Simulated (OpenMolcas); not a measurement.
# Run report: SnH$_{4}$O, energy and gradient calculation (part 1 of 2)

- system: SnH$_{4}$O
- method: B3P86/ANO-RCC-VDZP, RKS, DKH2, PCM solvent methanol (OpenMolcas 26.06)

The geometry comes from this level: GFN2-xTB.

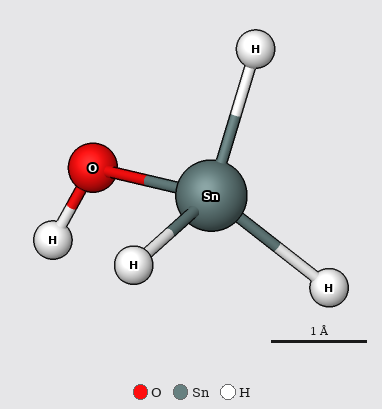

*The structure (ball-and-stick view, seen at a tilt). Sticks mark near contacts.*

Bond lengths as drawn: H–O 0.95 Å, H–Sn 1.64 to 1.67 Å and O–Sn 1.94 Å.

## Results in brief

```csv
quantity,value
outcome,converged
total energy,−6253.450169 hartree
basis functions,77
largest force,1.195 eV/Å
HOMO,−8.17 eV
LUMO,−0.58 eV
dipole moment,2.12 debye
hardware,"1 thread of Arm Neoverse V2, 24 GiB of memory available, shared host"
wall time,45 s
peak memory,0.38 GiB
```

## Input file
```
&GATEWAY
  COORD=mol.xyz
  BASIS=ANO-RCC-VDZP
  GROUP=NoSym
  RICD
  ACD
  RF-INPUT
  PCM-Model
  Solvent=methanol
  End of RF-Input

&SEWARD

&SCF
  KSDFT=HYB_GGA_XC_B3P86
  PRORBITALS=1 1

&ALASKA
```

## File mol.xyz
```
6

O      0.879210    -0.707420     0.911480
Sn    -0.301550     0.367900    -0.186660
H      1.159040    -1.555600     0.575230
H     -1.700920    -0.493620    -0.463670
H      0.480140     0.711550    -1.618760
H     -0.515920     1.677200     0.782380
```

Command:
```bash
export MOLCAS_MEM=1860
pymolcas job.inp > job.log
```

## The program's output
```
--- Start Module: gateway ---

                                              &GATEWAY

                       available to each process: 1.9 GB of memory, 1 thread

++    Symmetry information:
      ---------------------

                    Character Table for C1

                             E
                    a        1  x, y, xy, Rz, z, xz, Ry, yz, Rx, I
--

++    Basis set information:
      ----------------------

      Basis set label: O.ANO-RCC...3S2P1D.

      Electronic valence basis set:
      ------------------
      Associated Effective Charge   8.000000 au
      Associated Actual Charge      8.000000 au
      Nuclear Model: Point charge

      Shell  nPrim  nBasis  Cartesian Spherical Contaminant
         s      14       3        X
         p       9       2        X
         d       4       1                 X

      Basis set label: SN.ANO-RCC...6S5P3D1F.

      Electronic valence basis set:
      ------------------
      Associated Effective Charge  50.000000 au
      Associated Actual Charge     50.000000 au
      Nuclear Model: Point charge

      Shell  nPrim  nBasis  Cartesian Spherical Contaminant
         s      22       6        X
         p      19       5        X
         d      13       3                 X
         f       5       1                 X

      Basis set label: H.ANO-RCC...2S1P.

      Electronic valence basis set:
      ------------------
      Associated Effective Charge   1.000000 au
      Associated Actual Charge      1.000000 au
      Nuclear Model: Point charge

      Shell  nPrim  nBasis  Cartesian Spherical Contaminant
         s       8       2        X
         p       4       1        X
--

++    Molecular structure info:
      -------------------------

                    ************************************************
                    **** Cartesian Coordinates / bohr, angstrom ****
                    ************************************************

     Center  Label                x              y              z                     x              y              z
        1      O1               1.661466      -1.336830       1.722448              0.879210      -0.707420       0.911480
        2      SN2             -0.569847       0.695230      -0.352736             -0.301550       0.367900      -0.186660
        3      H3               2.190268      -2.939658       1.087027              1.159040      -1.555600       0.575230
        4      H4              -3.214273      -0.932807      -0.876209             -1.700920      -0.493620      -0.463670
        5      H5               0.907333       1.344635      -3.059013              0.480140       0.711550      -1.618760
        6      H6              -0.974948       3.169449       1.478484             -0.515920       1.677200       0.782380

                    ***************************************
                    *    InterNuclear Distances / bohr    *
                    ***************************************

               1 O1            2 SN2           3 H3            4 H4            5 H5            6 H6
    1 O1       0.000000
    2 SN2      3.662569        0.000000
    3 H3       1.803454        4.785767        0.000000
    4 H4       5.539773        3.149209        6.090223        0.000000
    5 H5       5.533655        3.150829        6.098421        5.190280        0.000000
    6 H6       5.226542        3.104711        6.891517        5.233322        5.240401        0.000000

                    *******************************************
                    *    InterNuclear Distances / angstrom    *
                    *******************************************

               1 O1            2 SN2           3 H3            4 H4            5 H5            6 H6
    1 O1       0.000000
    2 SN2      1.938148        0.000000
    3 H3       0.954347        2.532519        0.000000
    4 H4       2.931522        1.666490        3.222807        0.000000
    5 H5       2.928284        1.667347        3.227145        2.746578        0.000000
    6 H6       2.765767        1.642942        3.646834        2.769355        2.773101        0.000000
--

            Nuclear Potential Energy            177.41523356 au

--- Stop Module: gateway /rc=_RC_ALL_IS_WELL_ ---
--- Module gateway spent 1 second ---

--- Start Module: seward ---

                                              &SEWARD

                       available to each process: 1.9 GB of memory, 1 thread

               SEWARD will generate:
                  Multipole Moment integrals up to order  2
                  Kinetic Energy integrals
                  Nuclear Attraction integrals (point charge)
                  One-Electron Hamiltonian integrals
                  Velocity integrals
                  Relativistic Douglas-Kroll-Hess integrals:
                    - Parametrization         : EXP
                    - DKH order of Hamiltonian: 2
                    - DKH order of Properties : 0
                         - multipole moment operators
                         - electric potential operators
                         - contact operators
                  Reaction Field integrals (PCM)
                  Orbital angular momentum around ( -0.3062   0.4475  -0.1152 )
                  Velocity quadrupole around ( -0.3062   0.4475  -0.1152 )
                  Atomic mean-field integrals
                  RI decomposed two-electron repulsion integrals stored Cholesky style
                   - aCD auxiliary basis
                   - CD Threshold:   1.00E-04

                   Integrals are discarded if absolute value <: 1.00E-14
                   Integral cutoff threshold is set to       <: 1.00E-16

            Nuclear Potential Energy            177.41523356 au

      Basis set specifications :
      Symmetry species         a
      Basis functions           77

--- Stop Module: seward /rc=_RC_ALL_IS_WELL_ ---
--- Module seward spent 7 seconds ---

--- Start Module: scf ---

                                                &SCF

                       available to each process: 1.9 GB of memory, 1 thread

++    Input section:
      --------------

      Header of the integral files:

      Cartesian coordinates in angstrom:
      -----------------------------------------------------
      No.  Label        X            Y            Z
      -----------------------------------------------------
       1   O1         0.87921000  -0.70742000   0.91148000
       2   SN2       -0.30155000   0.36790000  -0.18666000
       3   H3         1.15904000  -1.55560000   0.57523000
       4   H4        -1.70092000  -0.49362000  -0.46367000
       5   H5         0.48014000   0.71155000  -1.61876000
       6   H6        -0.51592000   1.67720000   0.78238000
      -----------------------------------------------------
      Nuclear repulsion energy =  177.41523356
--

++    Orbital specifications:
      -----------------------

      Symmetry species               1
                                     a
      Frozen orbitals                0
      Occupied orbitals             31
      Secondary orbitals            46
      Deleted orbitals               0
      Total number of orbitals      77
      Number of basis functions     77
--

      Molecular charge                           0.000

      Polarizable Continuum Model (PCM) activated
      Solvent: methanol
      Version: Dielectric
      Average area for surface element on the cavity boundary: 0.4000 angstrom^2
      Minimum radius for added spheres: 0.2000 angstrom
      Calculation type: equilibrium

      Numerical integration parameters
      --------------------------------
      Radial quadrature type:                         MHL
      Size of radial grid:                            75
      Lebedev angular grid:                           29
      Angular grid pruned with the crowding factor:  3.00E+00
                                 and fading factor:  6.00E+00
      Screening threshold for integral computation:   1.00E-11
      Radial quadrature accuracy:                     1.00E-25
      Maximum batch size:                             128
      AO values are stored on disk
      The same grid will be used for all iterations.

      DFT functional specifications
      -----------------------------
      Using Libxc version: 6.2.2
      Please cite the following reference:
      S. Lehtola, C. Steigemann, M. J.T. Oliveira, and M. A.L. Marques.,  SoftwareX 7, 1–5 (2018) doi:10.1016/j.softx.2017.11.002

      * B3P86
        - Defined through Gaussian implementation. doi:

++    Optimization specifications:
      ----------------------------

      SCF Algorithm: LK-RI/DF
      LK screening threshold:                     4.50E-02
      Local-Exchange (LK) algorithm.
       - the density matrix is decomposed
      The actual AO density is used
      Number of density matrices in core                 5
      Maximum number of NDDO SCF iterations            400
      Maximum number of HF SCF iterations              400
      Threshold for SCF energy change             1.00E-09
      Threshold for density matrix                1.00E-04
      Threshold for Fock matrix                   1.50E-04
      Threshold for linear dependence             1.00E-09
      Threshold at which DIIS is turned on        1.50E-01
      Maximum depth in the DIIS procedure                5
      Maximum depth in the BFGS Hessian update          30
      Threshold at which QNR/C2DIIS is turned on  7.50E-02
      Threshold for Norm(delta) (QNR/C2DIIS)      1.00E-03
      All orbitals punched on: SCFORB
--

      Input vectors read from INPORB
      Orbital file label: *Guess orbitals

++ Convergence information
                                   [...]      iterations: Energy and convergence statistics

Iter     Tot. [...]      One-elec.       Two-elec.     Energy      Max Dij or  Max Fij      DNorm      TNorm      AccCon     Time
         Energy          Energy          Energy        Change      Delta Norm                                                in Sec.

 The total and one-electron energies are shifted by a value of      6000. a.u.

   1  -253.135348303 -2460.159554668  2340.803274102   0.00E+00    4.49E-01*   1.35E-01*    1.09E+01   5.54E+02   None         1.
   2  -253.162621551 -2480.037361603  2360.653807788  -2.73E-02*   1.84E-01*   7.38E-02*    1.10E+01   5.56E+02   EDIIS        1.
   3  -253.376545890 -2470.501966585  2350.904488431  -2.14E-01*   9.79E-02*   5.41E-02*    1.09E+01   5.54E+02   EDIIS        1.
   4  -253.414963238 -2467.892587006  2348.256691504  -3.84E-02*   1.52E-02*   1.99E-02*    1.10E+01   5.55E+02   c2DIIS       1.
   5  -253.449434093 -2472.170111665  2352.499745308  -3.45E-02*   2.58E-02*   7.72E-03*    1.10E+01   5.55E+02   QNRc2DIIS    1.
   6  -253.449361763 -2468.876159784  2349.205865758   7.23E-05*   1.34E-02*   7.93E-03*    1.10E+01   5.55E+02   QNRc2DIIS    1.
   7  -253.450162100 -2470.543243625  2350.872149262  -8.00E-04*   1.36E-03*   7.78E-04*    1.10E+01   5.55E+02   QNRc2DIIS    1.
   8  -253.450168974 -2470.558871641  2350.887770403  -6.87E-06*   9.84E-05    3.31E-05     1.10E+01   5.55E+02   QNRc2DIIS    1.
   9  -253.450168991 -2470.555223375  2350.884122121  -1.62E-08*   3.26E-05    2.38E-05     1.10E+01   5.55E+02   QNRc2DIIS    1.
  10  -253.450168995 -2470.555318442  2350.884217184  -4.17E-09*   8.71E-06    4.13E-06     1.10E+01   5.55E+02   QNRc2DIIS    1.
  11  -253.450168995 -2470.555594662  2350.884493403  -1.86E-10    2.26E-06    1.19E-06     1.10E+01   5.55E+02   QNRc2DIIS    1.

       Convergence after  11 Iterations
--

 *****************************************************************************************************************************
 *                                             SCF/KS-DFT Program, Final results                                             *
 *                                                       Final Results                                                       *
 *****************************************************************************************************************************
```
